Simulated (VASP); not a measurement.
Band structure of LaB6 (cab6). Computed with LDA (Ceperley-Alder, Perdew-Zunger), VASP's LDA PAW potentials (set 64) (plane waves; VASP).

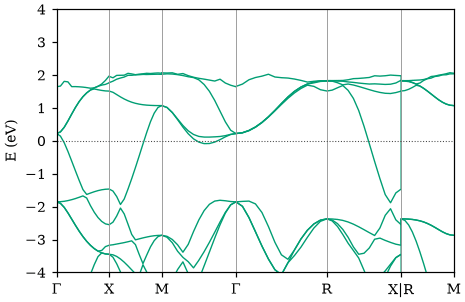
Figure: Bands along high-symmetry lines, zero at the valence-band maximum or, without a gap, the Fermi level

Read the plot: is there a gap, and where are the band edges?

It has no gap at this level: it comes out as a metal or semimetal. (Edges off the drawn lines would not show.)

The compound is LaB6 in the cab6 structure. It was relaxed first. The electron count is odd and the run is not spin-polarised, which forces a metal.
